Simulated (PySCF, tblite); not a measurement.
**C₄H₇BCl₂S: geometry, infrared bands and NMR shifts**

Wanted: the infrared bands and NMR shifts of C₄H₇BCl₂S (`C=C(SCC)B(Cl)Cl`), by calculation.

Computed with tblite 0.8.0 and PySCF 2.14.0, with density-fitted response routines of our own, on a single molecule in the gas phase. Atoms count from 0, in the outputs and in this text.

## Step 1: The molecule as given

15 atoms, charge 0, multiplicity 1; geometry from: force field or distance geometry start.

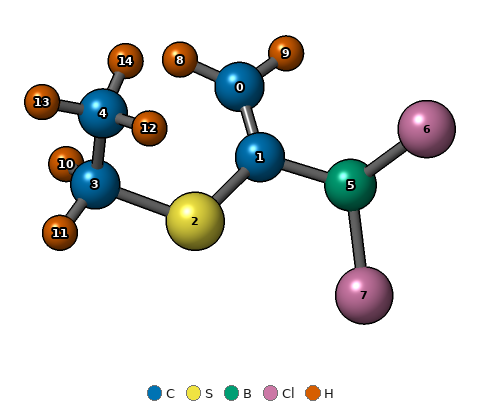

As it starts; carbon blue, sulfur yellow, boron teal, chlorine pink, hydrogen orange, atoms numbered.

## Step 2: Geometry optimisation with GFN2-xTB

Job settings and geometry (Å):

```
{"job": {"kind": "relax", "xc": "GFN2-xTB", "basis": "xTB"}, "charge": 0, "multiplicity": 1}
C     -1.090900    -1.349700    -0.419900
C     -1.294100    -0.044000    -0.321400
S     -0.037200     1.207400    -0.402200
C      1.646900     0.627500    -0.558300
C      2.014100    -0.035400     0.767700
B     -2.790200     0.420000    -0.099300
Cl    -3.483400     0.084200     1.573600
Cl    -3.214600     2.040500    -0.877500
H     -0.131100    -1.826900    -0.582600
H     -1.961300    -2.005400    -0.337700
H      1.746600    -0.104500    -1.387200
H      2.306600     1.506000    -0.705300
H      1.597800     0.581200     1.624500
H      3.142800    -0.094500     0.856800
H      1.543400    -0.998400     0.846800
```

The run is started by

```bash
OMP_NUM_THREADS=1 python probes_run.py task.json out
```

This one command runs all jobs of the session in turn.

What it wrote:

```text
step      E/eV     max force
  0    -699.39718    3.026
  1    -699.74938    2.410
  2    -700.06700    1.311
  3    -700.14146    1.019
  4    -700.21862    0.561
  5    -700.25053    0.476
  6    -700.26463    0.272
  7    -700.27429    0.229
  8    -700.28174    0.286
  9    -700.28843    0.260
 10    -700.29459    0.218
 11    -700.30072    0.235
 12    -700.30727    0.237
 13    -700.31472    0.260
 14    -700.32268    0.225
 15    -700.32980    0.208
 16    -700.33546    0.212
 17    -700.34010    0.179
 18    -700.34413    0.170
 19    -700.34777    0.158
 20    -700.35111    0.149
 21    -700.35431    0.141
 22    -700.35760    0.138
 23    -700.36086    0.136
 24    -700.36391    0.145
 25    -700.36678    0.157
 26    -700.36950    0.141
 27    -700.37211    0.137
 28    -700.37476    0.132
 29    -700.37766    0.155
 30    -700.38080    0.160
 31    -700.38367    0.130
 32    -700.38590    0.146
 33    -700.38784    0.128
 34    -700.38998    0.154
 35    -700.39216    0.125
 36    -700.39402    0.105
 37    -700.39565    0.108
 38    -700.39755    0.125
 39    -700.39996    0.143
 40    -700.40248    0.115
 41    -700.40462    0.123
 42    -700.40649    0.111
 43    -700.40862    0.141
 44    -700.41202    0.168
 45    -700.41848    0.168
 46    -700.42440    0.156
 47    -700.42696    0.151
 48    -700.42903    0.156
 49    -700.42999    0.263
 50    -700.43275    0.154
 51    -700.43472    0.091
 52    -700.43665    0.104
 53    -700.43834    0.118
 54    -700.44034    0.119
 55    -700.44225    0.096
 56    -700.44372    0.088
 57    -700.44466    0.081
 58    -700.44522    0.082
 59    -700.44584    0.062
 60    -700.44621    0.056
 61    -700.44660    0.054
 62    -700.44696    0.061
 63    -700.44762    0.071
 64    -700.44832    0.083
 65    -700.44891    0.060
 66    -700.44927    0.043
 67    -700.44962    0.042
 68    -700.45010    0.058
 69    -700.45068    0.074
 70    -700.45121    0.059
 71    -700.45161    0.043
 72    -700.45192    0.036
 73    -700.45221    0.036
 74    -700.45249    0.034
 75    -700.45277    0.039
 76    -700.45313    0.050
 77    -700.45361    0.059
 78    -700.45422    0.064
 79    -700.45492    0.070
 80    -700.45573    0.065
 81    -700.45667    0.075
 82    -700.45765    0.081
 83    -700.45858    0.078
 84    -700.45925    0.064
 85    -700.45960    0.046
 86    -700.45997    0.034
 87    -700.46020    0.025
 88    -700.46030    0.024
 89    -700.46042    0.026
 90    -700.46059    0.030
 91    -700.46079    0.033
 92    -700.46097    0.034
 93    -700.46108    0.030
 94    -700.46117    0.025
 95    -700.46124    0.019
 96    -700.46129    0.019
 97    -700.46132    0.016
 98    -700.46134    0.013
 99    -700.46138    0.018
100    -700.46142    0.019
101    -700.46145    0.014
102    -700.46148    0.014
103    -700.46149    0.013
104    -700.46151    0.012
105    -700.46154    0.014
106    -700.46157    0.016
107    -700.46160    0.015
108    -700.46165    0.020
109    -700.46170    0.024
110    -700.46177    0.020
111    -700.46185    0.022
112    -700.46193    0.023
113    -700.46201    0.021
114    -700.46207    0.017
115    -700.46211    0.021
116    -700.46215    0.018
117    -700.46219    0.021
118    -700.46223    0.013
119    -700.46226    0.010
```

It took 1.8 s on 1 thread of Arm Neoverse N1, shared host.

Along the way: (not every step is listed)

```tsv
step	energy from step 0 (eV)	largest force (eV/Å)
0	0.0000	3.0258
1	-0.3522	2.4098
2	-0.6698	1.3108
3	-0.7443	1.0189
4	-0.8214	0.5606
5	-0.8533	0.4756
6	-0.8674	0.2724
7	-0.8771	0.2291
8	-0.8846	0.2864
18	-0.9469	0.1702
28	-0.9776	0.1322
38	-1.0004	0.1249
48	-1.0318	0.1557
58	-1.0480	0.0818
68	-1.0529	0.0576
78	-1.0570	0.0642
88	-1.0631	0.0239
98	-1.0642	0.0127
108	-1.0645	0.0200
114	-1.0649	0.0173
115	-1.0649	0.0206
116	-1.0650	0.0184
117	-1.0650	0.0207
118	-1.0650	0.0125
119	-1.0651	0.0096
```

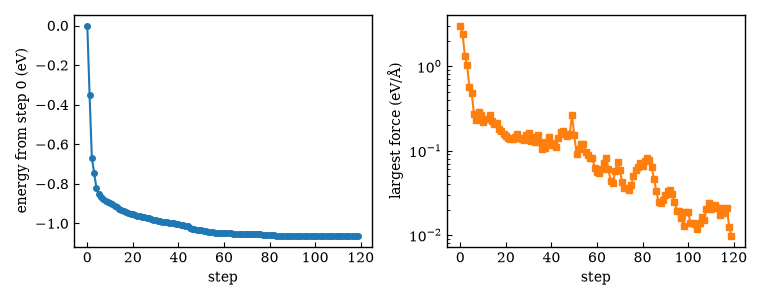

Energy and largest force along the relaxation.

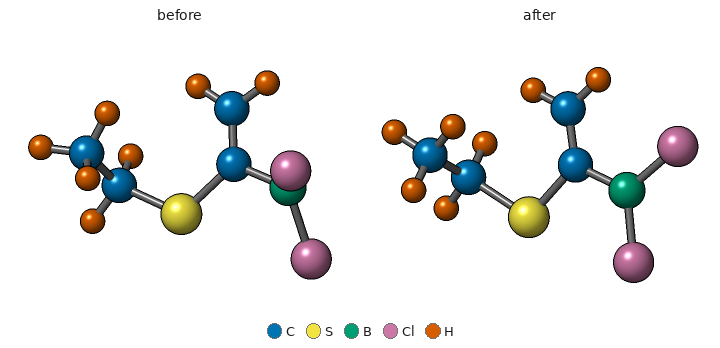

Before and after, at one scale.

Distances of close pairs at the start and the end, largest changes first:

```tsv
bond	before (Å)	after (Å)	change (Å)
B5–Cl7	1.847	1.714	-0.133
B5–Cl6	1.842	1.718	-0.124
C4–H12	1.135	1.087	-0.048
C4–H13	1.134	1.088	-0.046
S2–C3	1.788	1.828	+0.040
C3–H10	1.110	1.089	-0.021
C1–B5	1.582	1.563	-0.019
C3–H11	1.108	1.090	-0.019
```

The final coordinates are the input of the step that follows.

## Step 3: Harmonic vibrations with GFN2-xTB

Job settings and geometry (Å):

```
{"job": {"kind": "ir", "xc": "GFN2-xTB", "basis": "xTB"}, "charge": 0, "multiplicity": 1}
C     -0.950412    -1.271680    -0.267077
C     -1.254286     0.032927    -0.257937
S     -0.072353     1.324974    -0.542625
C      1.549528     0.483407    -0.593561
C      2.022500     0.068586     0.786934
B     -2.703369     0.558561     0.001870
Cl    -3.993896    -0.548581     0.247097
Cl    -3.038225     2.239194     0.054329
H      0.035682    -1.660048    -0.447424
H     -1.723263    -2.000057    -0.091657
H      1.478437    -0.355281    -1.284660
H      2.215942     1.231562    -1.021848
H      2.113450     0.941862     1.427911
H      2.994478    -0.415672     0.716703
H      1.321372    -0.621763     1.250034
```

What it wrote:

```text
mode    cm-1     km/mol
  1      26.8      0.43
  2      34.7      0.85
  3     100.9      0.24
  4     135.7      0.23
  5     173.6      0.91
  6     211.7      3.38
  7     253.7      1.47
  8     266.3      1.77
  9     286.6      5.03
 10     342.0      1.10
 11     363.0      1.20
 12     505.9      1.20
 13     517.4     10.45
 14     637.7      7.29
 15     672.3     18.41
 16     707.4     11.67
 17     782.9     32.24
 18     793.1     66.03
 19     864.5     24.84
 20     952.2    114.11
 21    1011.2      2.40
 22    1020.9      4.30
 23    1079.0      1.46
 24    1120.7     38.87
 25    1218.2      3.62
 26    1247.6     18.48
 27    1386.6     29.55
 28    1407.3      6.99
 29    1454.1      9.11
 30    1484.8      6.86
 31    1498.0      1.27
 32    1583.8     72.67
 33    2987.3      8.32
 34    3003.7      5.23
 35    3028.2     34.02
 36    3042.2     17.29
 37    3050.5     12.06
 38    3111.8      1.99
 39    3140.0     23.19
```

Run time: 1.1 s. Hardware: 1 thread of Arm Neoverse N1, shared host.

The strongest bands and the atoms that carry them (share of the mass-weighted mode):

```tsv
cm⁻¹	km/mol	atoms
783	32.2	B5 49 %, H10 13 %, H11 12 %
793	66.0	B5 34 %, H10 16 %, H11 14 %
864	24.8	H8 41 %, H9 34 %, C0 23 %
952	114.1	B5 48 %, H8 22 %, H9 13 %, C0 12 %
1121	38.9	C1 44 %, H9 17 %, B5 17 %, H8 10 %
1387	29.6	H8 40 %, H9 40 %, C1 13 %
1584	72.7	C0 45 %, C1 44 %
3028	34.0	H13 92 %
```

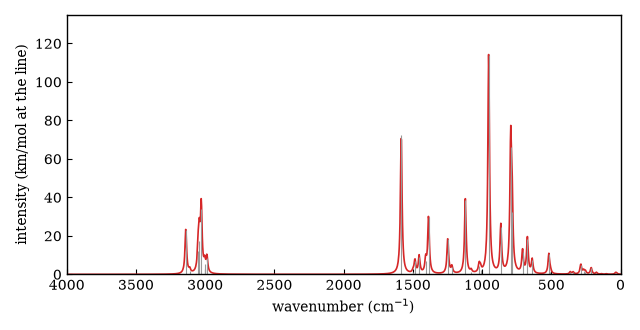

The infrared spectrum from these modes, unscaled. Lines are broadened to a width of 14 cm⁻¹ (Lorentzian).

## Step 4: Nuclear shieldings: PBE0/pcSseg-1

The job, as its differences from that of step 3:

```diff
@@ -1,2 +1,2 @@
-{"job": {"kind": "ir", "xc": "GFN2-xTB", "basis": "xTB"}, "charge": 0, "multiplicity": 1}
+{"job": {"kind": "nmr", "xc": "PBE0", "basis": "pcSseg-1"}, "charge": 0, "multiplicity": 1}
 C     -0.950412    -1.271680    -0.267077
```

Level: GIAO PBE0/pcSseg-1 NMR shielding, non-relativistic, gas phase.

What it wrote:

```text
coarse grid: 14648 points
cycle   1  E = -1499.3171487590  dE =  9.601e-01  |g| = 3.681e-01  |ddm| = 3.594e+00
cycle   2  E = -1499.3105366042  dE =  6.612e-03  |g| = 4.185e-01  |ddm| = 6.809e-01
cycle   3  E = -1499.3526853491  dE = -4.215e-02  |g| = 9.454e-02  |ddm| = 3.863e-01
cycle   4  E = -1499.3549034832  dE = -2.218e-03  |g| = 4.089e-02  |ddm| = 1.474e-01
cycle   5  E = -1499.3553184737  dE = -4.150e-04  |g| = 8.754e-03  |ddm| = 3.826e-02
cycle   6  E = -1499.3553372192  dE = -1.875e-05  |g| = 1.897e-03  |ddm| = 1.021e-02
cycle   7  E = -1499.3553379581  dE = -7.389e-07  |g| = 6.798e-04  |ddm| = 1.880e-03
final grid: 128888 points
cycle   8  E = -1499.4022851783  dE = -4.635e-05  |g| = 9.537e-03  |ddm| = 3.015e-02
cycle   9  E = -1499.4022677697  dE =  1.741e-05  |g| = 1.220e-02  |ddm| = 1.973e-02
cycle  10  E = -1499.4023063082  dE = -3.854e-05  |g| = 1.570e-03  |ddm| = 1.367e-02
cycle  11  E = -1499.4023069083  dE = -6.001e-07  |g| = 5.840e-04  |ddm| = 2.485e-03
cycle  12  E = -1499.4023069960  dE = -8.770e-08  |g| = 1.338e-04  |ddm| = 5.656e-04
cycle  13  E = -1499.4023069998  dE = -3.804e-09  |g| = 4.955e-05  |ddm| = 1.546e-04
cycle  14  E = -1499.4023070004  dE = -6.266e-10  |g| = 1.196e-05  |ddm| = 6.015e-05
converged SCF energy = -1499.4023070004

GIAO shielding tensors (ppm)
atom      isotropic    diamagn.    paramagn.     s11        s22        s33       span
  0 C       54.334     254.783    -200.449    -54.851     45.725    172.127    226.978
  1 C       33.925     261.870    -227.944    -69.823     21.605    149.994    219.817
  2 S      404.335    1058.048    -653.713    279.417    403.364    530.224    250.807
  3 C      155.342     252.365     -97.023    135.367    157.844    172.816     37.449
  4 C      173.861     248.261     -74.401    151.065    181.493    189.024     37.959
  5 B       47.755     188.958    -141.203     28.142     32.475     82.649     54.508
  6 Cl     723.306    1145.766    -422.459    437.599    785.392    946.928    509.329
  7 Cl     692.078    1146.661    -454.583    418.049    717.973    940.212    522.164
  8 H       25.871      33.208      -7.337     22.868     23.884     30.861      7.994
  9 H       24.981      30.686      -5.704     21.754     23.945     29.245      7.492
 10 H       28.828      32.489      -3.661     24.555     27.498     34.432      9.876
 11 H       29.030      30.681      -1.651     22.924     27.743     36.422     13.498
 12 H       30.665      29.911       0.755     26.133     28.877     36.986     10.853
 13 H       30.567      28.695       1.873     25.595     27.297     38.811     13.216
 14 H       30.179      31.512      -1.333     24.507     31.665     34.364      9.857
```

Wall time 78 s (1 thread of Arm Neoverse N1, shared host); peak memory 0.85 GiB.

Shifts follow as δ = σ(reference) − σ, with reference shieldings (ppm) from runs at the same level and on the same kind of geometry: ¹H TMS 31.72, ¹³C TMS 186.9, ¹¹B BF3·OEt2 100.1, ³³S CS2 504, ³⁵Cl HCl 950. The references are single molecules in the gas phase. Atoms listed in one row are averaged.

```tsv
atoms	environment	σ (ppm)	δ (ppm)	δ scaled to CDCl3
C1	fully substituted alkene carbon	33.9	153.0	143.0
C0	terminal =CH2 carbon	54.3	132.6	127.5
C3	sp3 CH2 bonded to S	155.3	31.6	24.5
C4	methyl carbon	173.9	13.1	10.8
H9	hydrogen on a terminal =CH2 carbon	24.98	6.74	6.46
H8	hydrogen on a terminal =CH2 carbon	25.87	5.85	5.62
H10, H11	hydrogen on an sp3 CH2 bonded to S	28.93	2.79	2.73
H12, H13, H14	hydrogen on a methyl carbon	30.47	1.25	1.28
S2	sulfide sulfur	404	99	–
B5	boron bonded to C, 2 Cl	47.8	52.3	–
Cl6, Cl7	chlorine bonded to B	708	242	–
```

The scaled column applies a straight-line fit of computed shieldings to shifts measured in CDCl3, with any fitted terms for Cl, Br or S neighbours (root-mean-square error 0.16 ppm for H, 1.9 ppm for C).

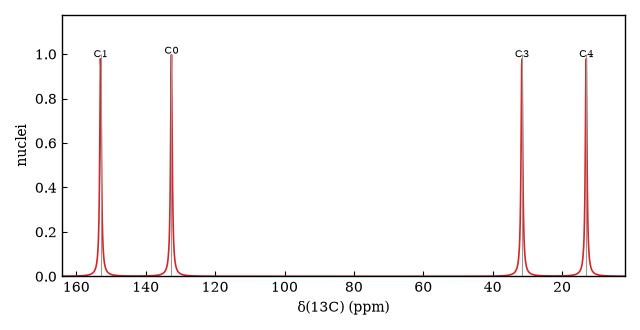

¹³C lines at the computed shifts, without couplings. Lines are broadened to a width of 0.56 ppm (Lorentzian).

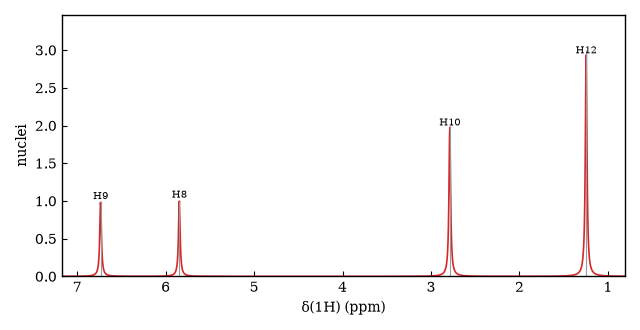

¹H lines at the computed shifts, without couplings. Lines are broadened to a width of 0.02 ppm (Lorentzian).

Charges from the same density, by scheme (e):

```tsv
atoms	Mulliken	IAO	Hirshfeld	ESP fit
C0	-0.08	-0.29	-0.09	-0.49
C1	-0.57	-0.24	-0.10	0.19
S2	0.09	0.15	0.01	-0.29
C3	-0.40	-0.33	-0.06	0.08
C4	-0.26	-0.42	-0.12	-0.29
B5	0.61	0.12	0.15	0.13
Cl6, Cl7	-0.17	-0.03	-0.04	-0.08
```

IAO charges:

C0 -0.29; C1 -0.24; S2 0.15; C3 -0.33; C4 -0.42; B5 0.12; Cl6 -0.03; Cl7 -0.02; H8 0.15; H9 0.16; H10 0.15; H11 0.16; H12 0.15; H13 0.15; H14 0.15

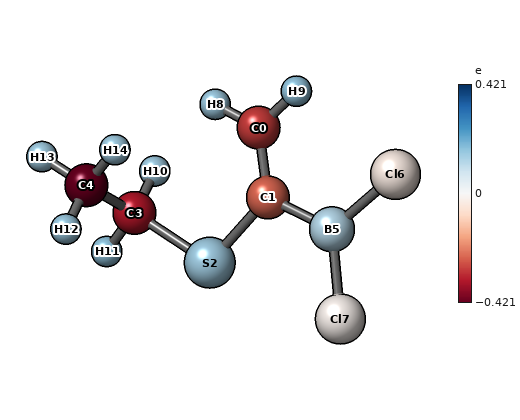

IAO charges, as colours on the atoms.

Mayer bond orders: C0–C1 1.83, C1–S2 1.08, S2–C3 1.00, C3–C4 1.01, C1–B5 0.92, B5–Cl6 1.15, B5–Cl7 1.16.

Orbitals, density, ELF and potential are computed afterwards from the orbital file.

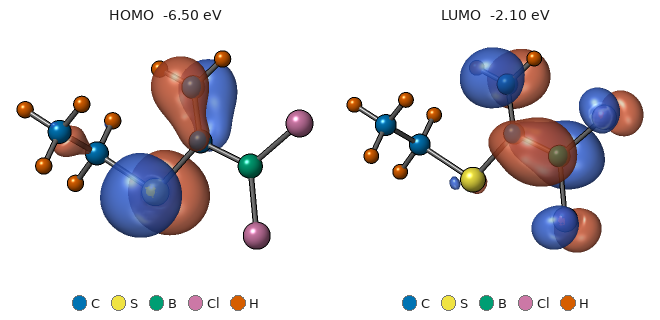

PBE0/pcSseg-1 orbitals near the gap, drawn at the value that encloses 70 % of each; the two colours are the two signs.

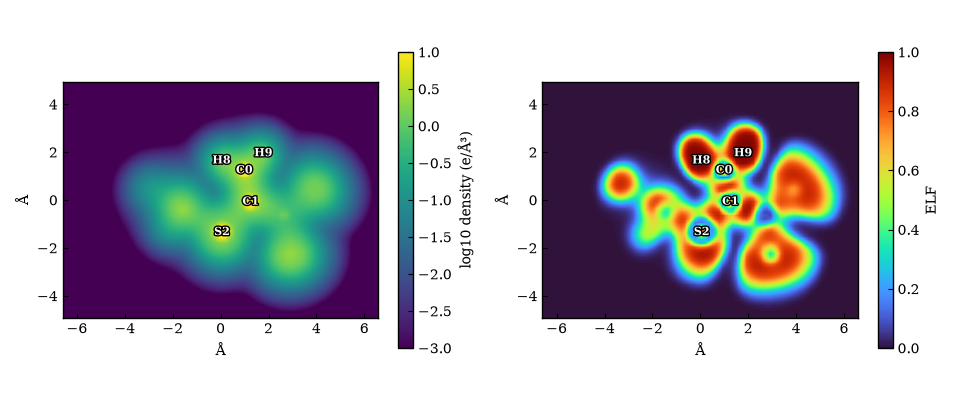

Density (left) and ELF (right) in a plane through or near 5 of the atoms.

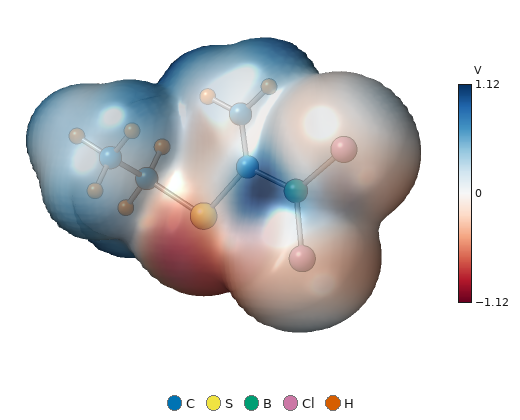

The potential that a unit positive charge feels on the 0.002 e/bohr³ surface, from -0.88 V near S2 to 1.12 V near H8.

## Step 5: Results

| quantity | value |
| --- | --- |
| strongest single infrared mode (GFN2-xTB) | 952 cm⁻¹, 114 km/mol |
| zero-point energy (GFN2-xTB) | 65.1 kcal/mol |
| ¹³C shifts against TMS (PBE0/pcSseg-1) | 153.0, 132.6, 31.6, 13.1 ppm |
| ¹H shifts against TMS (PBE0/pcSseg-1, means over atoms taken as alike) | 6.74, 5.85, 2.79, 1.25 ppm |
| ³³S shifts against CS2 (PBE0/pcSseg-1) | 99 ppm |
| ¹¹B shifts against BF3·OEt2 (PBE0/pcSseg-1) | 52.3 ppm |
| ³⁵Cl shifts against HCl (PBE0/pcSseg-1, means over atoms taken as alike) | 242 ppm |
| surface potential, least and greatest | -0.88 V and 1.12 V |

In words: The optimisation took 119 steps and gained 1.065 eV; among the close pairs (by a distance rule), B5–Cl7 changed most, from 1.847 to 1.714 Å. All 39 modes are real, so the xTB geometry is a minimum. The strongest single mode, at 952 cm⁻¹, is carried by B5, H8, H9, C0. GFN2-xTB is a fitted tight-binding method: band positions and strengths are rough. Its intensities can rank the bands wrongly. The most deshielded carbon is C1 (fully substituted alkene carbon), at 153.0 ppm: an sp2 carbon of a C=C bond. At PBE0/pcSseg-1: The widest tensor belongs to Cl6, Cl7: span 516 ppm, with a paramagnetic part of -439 ppm. By nearest atom (PBE0/pcSseg-1), the HOMO sits on S2 60 %; C0 18 % and the LUMO on B5 39 %; C0 19 %.
